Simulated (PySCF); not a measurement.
# SiH₃SCl: geometry relaxation

System: SiH₃SCl, SMILES S[SiH2]Cl.
Method: PBE0-D3(BJ)/def2-SVP geometry optimisation from a GFN2-xTB Hessian, gas phase (PySCF 2.14.0).

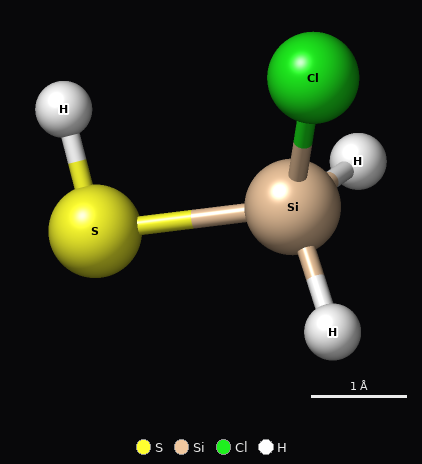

*The input geometry (ball-and-stick view, seen at a tilt).*

Bond lengths as drawn: Cl–Si 2.01 Å, H–S 1.33 Å, H–Si 1.45 Å and S–Si 2.15 Å.

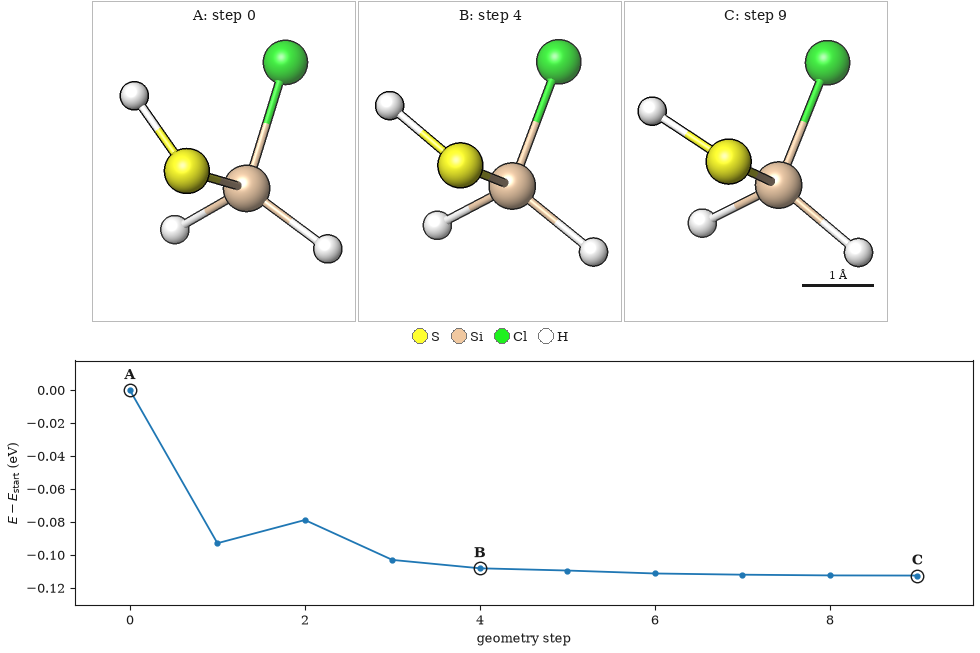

*Frames of the relaxation (ball-and-stick view, seen at a tilt) above the curves, on which the letters mark them (steps are counted from 0).*

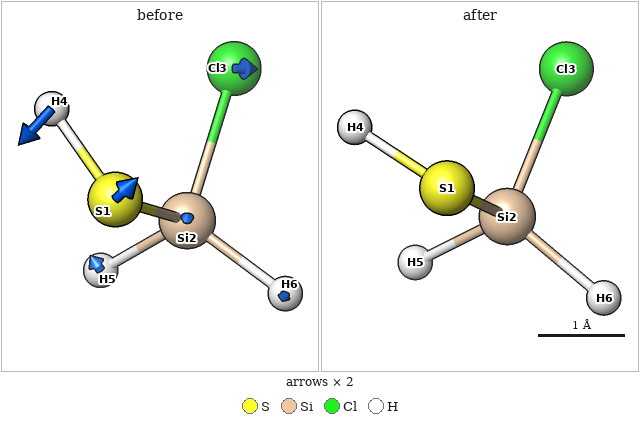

*Before (left) and after (right) the relaxation, at one scale (ball-and-stick view, seen at a tilt). The blue arrows give the displacements, magnified 2 times.*

H4 moves most after the best rigid fit: 0.30 Å. By element the largest moves are H 0.30 Å, S 0.20 Å, Cl 0.17 Å, Si 0.07 Å. Among the contacts that change: Si2–Cl3 2.012 → 2.068 Å, Si2–H5 1.454 → 1.487 Å, S1–H4 1.325 → 1.352 Å, S1–Si2 2.149 → 2.131 Å. Among the angles that change: S1–Si2–H5 108.3° → 111.2°, Si2–S1–H4 97.1° → 94.6°, Cl3–Si2–H6 111.3° → 108.9°. Over 9 geometry steps the energy falls by 0.112 eV. Largest force component: 1.3 eV/Å at the start, 0.02 eV/Å at the end. (Atoms are counted from 1 in the order of the input.)

The input that produced these results follows, with the program's output.

## Input
```
{"job": {"kind": "geom", "xc": "PBE0", "basis": "def2-SVP", "d3": "d3bj", "grid": 1, "maxiter": 40}, "charge": 0, "multiplicity": 1}
S      1.491234    -0.358021    -0.694082
Si    -0.525729    -0.216988     0.035629
Cl    -1.080496     1.710411     0.196196
H      2.005433     0.605582     0.056687
H     -0.579088    -0.830284     1.352999
H     -1.308232    -0.908710    -0.969004
```

The first line tells a small driver script what to run in PySCF; the rest is the geometry in Å.

Launch command:
```bash
OMP_NUM_THREADS=1 python <driver script> task.json out
```

## Output
```
step      E/eV     max force
  0    -31265.45347   1.3719
  1    -31265.54631   0.7292
  2    -31265.53224   0.5106
  3    -31265.55645   0.1271
  4    -31265.56153   0.2531
  5    -31265.56289   0.1212
  6    -31265.56468   0.1984
  7    -31265.56541   0.0362
  8    -31265.56585   0.0429
  9    -31265.56594   0.0225
```

## Trajectory as extended XYZ (Å, eV, eV/Å), 10 frames, from step=0 to step=9
```
6
Properties=species:S:1:pos:R:3:forces:R:3 step=0 energy=-31265.45347
S     1.4912   -0.3580   -0.6941   -0.3030  -0.5160  -0.6250
Si   -0.5257   -0.2170    0.0356    1.3050  -0.3820  -0.1820
Cl   -1.0805    1.7104    0.1962   -0.4270   1.0490   0.0880
H     2.0054    0.6056    0.0567    0.1870   0.4810   0.5240
H    -0.5791   -0.8303    1.3530   -0.2730  -0.2480   0.6010
H    -1.3082   -0.9087   -0.9690   -0.4900  -0.3840  -0.4060
6
Properties=species:S:1:pos:R:3:forces:R:3 step=1 energy=-31265.54631
S     1.4897   -0.2876   -0.8161    0.1690   0.4040   0.5830
Si   -0.4785   -0.2129    0.0167    0.1390   0.1540  -0.1350
Cl   -1.1425    1.7381    0.1765   -0.0390   0.0290  -0.0170
H     2.0361    0.5103    0.1684   -0.2430  -0.4250  -0.4830
H    -0.5719   -0.7955    1.3717    0.0640  -0.0730   0.1610
H    -1.3298   -0.9505   -0.9388   -0.0890  -0.0890  -0.1080
6
Properties=species:S:1:pos:R:3:forces:R:3 step=2 energy=-31265.53224
S     1.5246   -0.3579   -0.7311   -0.0390  -0.1500  -0.2730
Si   -0.4587   -0.2314    0.0242   -0.4430   0.1830   0.1760
Cl   -1.1029    1.7445    0.2084    0.1490  -0.2580  -0.0740
H     2.0064    0.6104    0.0608    0.1140   0.1700   0.2470
H    -0.6319   -0.8388    1.3796    0.1000   0.0600  -0.1140
H    -1.3343   -0.9249   -0.9635    0.1190  -0.0050   0.0390
6
Properties=species:S:1:pos:R:3:forces:R:3 step=3 energy=-31265.55645
S     1.4900   -0.3047   -0.7814   -0.0140   0.0500  -0.1160
Si   -0.4863   -0.1986    0.0125    0.0620  -0.0530   0.0220
Cl   -1.1658    1.7486    0.1778    0.0020  -0.0400  -0.0300
H     2.0346    0.5023    0.1540    0.0110  -0.0150   0.0710
H    -0.5367   -0.8007    1.3717   -0.0710   0.0440   0.0130
H    -1.3327   -0.9449   -0.9562    0.0100   0.0140   0.0400
6
Properties=species:S:1:pos:R:3:forces:R:3 step=4 energy=-31265.56153
S     1.4819   -0.2736   -0.8123    0.1140   0.1790   0.1380
Si   -0.4825   -0.1903    0.0083   -0.0270  -0.0470   0.0300
Cl   -1.1995    1.7447    0.1678    0.0150  -0.0330  -0.0270
H     2.0536    0.4507    0.1883   -0.1010  -0.1540  -0.1540
H    -0.5191   -0.7798    1.3760   -0.0300   0.0380  -0.0390
H    -1.3313   -0.9498   -0.9497    0.0280   0.0170   0.0510
6
Properties=species:S:1:pos:R:3:forces:R:3 step=5 energy=-31265.56289
S     1.4835   -0.2531   -0.8266    0.0130   0.0390   0.1140
Si   -0.4759   -0.1964    0.0123   -0.0430   0.0150  -0.0450
Cl   -1.1891    1.7383    0.1647   -0.0180   0.0250  -0.0110
H     2.0493    0.4421    0.1894   -0.0140  -0.0560  -0.0550
H    -0.5375   -0.7767    1.3808    0.0520  -0.0050  -0.0130
H    -1.3272   -0.9522   -0.9422    0.0110  -0.0180   0.0100
6
Properties=species:S:1:pos:R:3:forces:R:3 step=6 energy=-31265.56468
S     1.4780   -0.2381   -0.8341    0.0740   0.0910   0.1600
Si   -0.4799   -0.1853    0.0068   -0.0190  -0.0020  -0.0140
Cl   -1.2177    1.7413    0.1574   -0.0050  -0.0020  -0.0120
H     2.0615    0.4057    0.2106   -0.0730  -0.0950  -0.1340
H    -0.5102   -0.7659    1.3762    0.0150   0.0110  -0.0100
H    -1.3285   -0.9558   -0.9384    0.0080  -0.0030   0.0100
6
Properties=species:S:1:pos:R:3:forces:R:3 step=7 energy=-31265.56541
S     1.4783   -0.2370   -0.8287    0.0070   0.0130  -0.0330
Si   -0.4824   -0.1806    0.0035    0.0060  -0.0050   0.0300
Cl   -1.2299    1.7426    0.1563    0.0060  -0.0150  -0.0180
H     2.0631    0.3940    0.2134   -0.0050  -0.0060   0.0200
H    -0.4961   -0.7619    1.3727   -0.0210   0.0160  -0.0020
H    -1.3299   -0.9550   -0.9388    0.0060  -0.0040   0.0030
6
Properties=species:S:1:pos:R:3:forces:R:3 step=8 energy=-31265.56585
S     1.4762   -0.2244   -0.8373    0.0220   0.0240   0.0280
Si   -0.4818   -0.1777    0.0030    0.0040  -0.0010   0.0080
Cl   -1.2392    1.7416    0.1524    0.0030  -0.0080  -0.0130
H     2.0657    0.3749    0.2229   -0.0190  -0.0200  -0.0240
H    -0.4896   -0.7555    1.3733   -0.0110   0.0100  -0.0010
H    -1.3282   -0.9569   -0.9359    0.0010  -0.0050   0.0020
6
Properties=species:S:1:pos:R:3:forces:R:3 step=9 energy=-31265.56594
S     1.4760   -0.2179   -0.8404    0.0090   0.0050   0.0200
Si   -0.4811   -0.1768    0.0026   -0.0010  -0.0030  -0.0040
Cl   -1.2417    1.7408    0.1507   -0.0030   0.0020  -0.0110
H     2.0663    0.3672    0.2262   -0.0070  -0.0060  -0.0090
H    -0.4883   -0.7531    1.3732   -0.0020   0.0050   0.0040
H    -1.3282   -0.9583   -0.9339    0.0040  -0.0030   0.0000
```

## Key numbers

- outcome: converged
- total energy: −1148.988365 hartree
- hardware: 1 CPU thread, shared host
- wall time: 21 s
- peak memory: 0.29 GiB
